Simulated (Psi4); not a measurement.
# U-wB97M-V/def2-TZVPPD run of SiH (SMILES [SiH])

Aim: the vertical doublet–quartet gap of SiH at U-wB97M-V/def2-TZVPPD, from 2 runs. 

The results are computed with Psi4 1.11.

7 further runs of the same task are left out: 7 that didn't finish.

**1. The system as given**

SiH has 2 atoms, charge 0, and is taken as a doublet. SMILES: `[SiH]`. Geometry: relaxed at PBE0-D4/def2-TZVP.

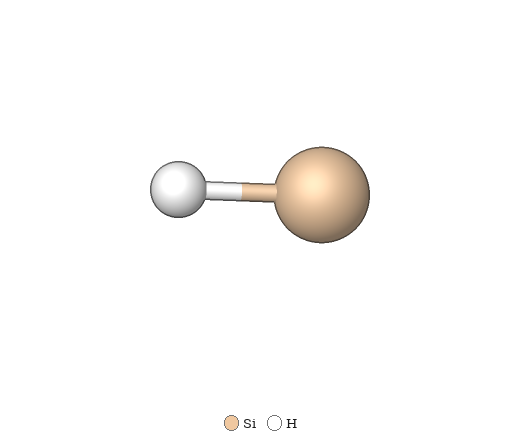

The structure, seen from a chosen angle (silicon light orange, hydrogen white).

**2. The energy at U-wB97M-V/def2-TZVPPD**

run.py reads:

```python
import numpy as np
from ase.calculators.psi4 import Psi4
from ase import Atoms

atoms = Atoms(['Si', 'H'], positions=[
    [0.000000, 0.000000, -0.007580],
    [0.000000, 0.000000, 1.524140],
])
calc = Psi4(atoms=atoms, method='wb97m-v', basis='def2-TZVPPD', memory='1600MB', num_threads=1, charge=0, multiplicity=2, label='hsi', reference='uks')
calc.psi4.set_options({'puream': True, 'e_convergence': 1e-09, 'd_convergence': 1e-08, 'scf_type': 'pk', 'dft_radial_points': 99, 'dft_spherical_points': 590, 'maxiter': 100})
atoms.calc = calc

print(f'energy: {atoms.get_potential_energy():.6f} eV')
```

Command:

```
$ python run.py
```

hsi.dat:

```text
[...]
  Running in c1 symmetry.
[...]
  Nuclear repulsion =    4.836707067466639
[...]
  Multiplicity = 2
[...]
  Nalpha       = 8
  Nbeta        = 7
[...]
    Number of basis functions: 65
[...]
   @UKS iter   1:  -289.95686737736338   -5.22626e-01   3.29536e-03 ADIIS/DIIS
[...]
   @UKS iter  10:  -289.96583382465468   -2.58069e-11   8.08751e-09 DIIS
[...]
   @S^2 Observed:                7.520917581E-01
[...]
    Orbital Energies [Eh]
    ---------------------
    Alpha Occupied:
       1A    -66.437788     2A     -5.466756     3A     -3.784443
       4A     -3.782543     5A     -3.775514     6A     -0.591769
       7A     -0.368337     8A     -0.262406
    Alpha Virtual:
       9A     -0.043920    10A      0.052756    11A      0.096503
      12A      0.123508    13A      0.125710    14A      0.128594
      15A      0.128777    16A      0.143474    17A      0.215667
      18A      0.249255    19A      0.254855    20A      0.289776
      21A      0.292817    22A      0.368219    23A      0.370033
      24A      0.376180    25A      0.399539    26A      0.402267
[...]
  @UKS Final Energy:  -289.96583382465468
   => Energetics <=
    Nuclear Repulsion Energy =              4.8367070674666390
    One-Electron Energy =                -410.9031859393365949
    Two-Electron Energy =                 132.1567116095092729
    DFT Exchange-Correlation Energy =     -16.1203229304658358
    Empirical Dispersion Energy =           0.0000000000000000
    VV10 Nonlocal Energy =                  0.0642563681717877
    Total Energy =                       -289.9658338246546805
[...]
 Multipole Moments:
 ------------------------------------------------------------------------------------
     Multipole            Electronic (a.u.)      Nuclear  (a.u.)        Total (a.u.)
 ------------------------------------------------------------------------------------
 L = 1.  Multiply by 2.5417464519 to convert [e a0] to [Debye]
 Dipole X            :         -0.0000000            0.0000000           -0.0000000
 Dipole Y            :         -0.0000000            0.0000000           -0.0000000
 Dipole Z            :         -1.3853290            1.3848507           -0.0004783
 Magnitude           :                                                    0.0004783
[...]
```

The script printed:

```text
energy: -7890.372238 eV
```

Wall time 18 s (1 thread of Intel Xeon Platinum 8488C (Sapphire Rapids), shared host); peak memory 0.78 GiB.

**3. The quartet, same level**

job.dat reads:

```
memory 1600 mb

molecule {
  0 4
  Si     0.00000000     0.00000000    -0.01432412
  H      0.00000000     0.00000000     2.88020718
  units au
  symmetry c1
  no_reorient
  no_com
}

set reference uks
set puream true
set e_convergence 1e-09
set d_convergence 1e-08
set scf_type pk
set dft_radial_points 99
set dft_spherical_points 590
set maxiter 100

energy("wb97m-v/def2-TZVPPD")
```

Command:

```
$ psi4 -n 1 job.dat job.out
```

job.out:

```text
[...]
  Running in c1 symmetry.
[...]
  Nuclear repulsion =    4.836707068947570
[...]
  Multiplicity = 4
[...]
  Nalpha       = 9
  Nbeta        = 6
[...]
    Number of basis functions: 65
[...]
   @UKS iter   1:  -289.88407421502183   -4.49833e-01   3.38029e-03 ADIIS/DIIS
[...]
   @UKS iter  11:  -289.89486387987006   -3.92220e-12   3.35785e-09 DIIS
[...]
   @S^2 Observed:                3.751490719E+00
[...]
    Orbital Energies [Eh]
    ---------------------
    Alpha Occupied:
       1A    -66.441879     2A     -5.472749     3A     -3.789229
       4A     -3.789229     5A     -3.787784     6A     -0.631187
       7A     -0.423850     8A     -0.279745     9A     -0.279745
    Alpha Virtual:
      10A      0.048101    11A      0.074578    12A      0.117290
      13A      0.117290    14A      0.125657    15A      0.125657
      16A      0.130648    17A      0.198420    18A      0.246204
      19A      0.246204    20A      0.279863    21A      0.279863
      22A      0.342263    23A      0.361521    24A      0.361521
      25A      0.378885    26A      0.378885    27A      0.408334
[...]
  @UKS Final Energy:  -289.89486387987006
   => Energetics <=
    Nuclear Repulsion Energy =              4.8367070689475700
    One-Electron Energy =                -410.7347064230488058
    Two-Electron Energy =                 132.0496184790161180
    DFT Exchange-Correlation Energy =     -16.1104653736421035
    Empirical Dispersion Energy =           0.0000000000000000
    VV10 Nonlocal Energy =                  0.0639823688571304
    Total Energy =                       -289.8948638798701154
[...]
 Multipole Moments:
 ------------------------------------------------------------------------------------
     Multipole            Electronic (a.u.)      Nuclear  (a.u.)        Total (a.u.)
 ------------------------------------------------------------------------------------
 L = 1.  Multiply by 2.5417464519 to convert [e a0] to [Debye]
 Dipole X            :         -0.0000000            0.0000000           -0.0000000
 Dipole Y            :          0.0000000            0.0000000            0.0000000
 Dipole Z            :         -2.6770878            2.6796695            0.0025817
 Magnitude           :                                                    0.0025817
[...]
```

Wall time 21 s (1 thread of Intel Xeon Platinum 8488C (Sapphire Rapids), shared host); peak memory 0.76 GiB.

**4. Outcome**

At U-wB97M-V/def2-TZVPPD:

| quantity | value |
| --- | --- |
| doublet: total energy | -289.96583 Eh |
| doublet: dipole moment | 0.00 D |
| doublet: HOMO energy (highest over α and β) | -7.14 eV |
| doublet: LUMO energy (lowest over α and β) | -1.20 eV |
| doublet: ⟨S²⟩ | 0.752 |
| quartet: total energy | -289.89486 Eh |
| quartet: dipole moment | 0.01 D |
| quartet: HOMO energy (highest over α and β) | -7.61 eV |
| quartet: LUMO energy (lowest over α and β) | -2.87 eV |
| quartet: ⟨S²⟩ | 3.751 |
| vertical energy of the quartet above the doublet | 1.931 eV |

In words: At this shape the quartet lies 1.93 eV (45 kcal/mol) above the doublet.
